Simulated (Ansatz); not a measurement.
# MgS: response to strain

Take MgS in the rock salt structure (space group Fm-3m, No. 225; a = 5.2297 Å) as the base.

Strains are applied to the cell and any free atomic positions relax.

Calculations: PBE (Ansatz, an electronic-structure program; PAW; 420 eV plane waves; no SOC).

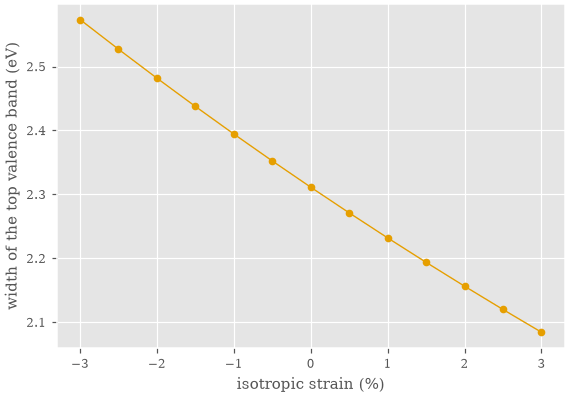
*Width of the top valence band against isotropic strain*

Question: From the plot, what is the width of the top valence band for isotropic strain +2.50 %?

Answer: About 2.12 eV.

Question: Is the trend monotonic over the range shown?

Answer: Yes, it falls throughout, spanning 2.08 eV to 2.57 eV.

The levels and masses belong to the bands next to the band gap. Whether these cells are dynamically stable was not tested.
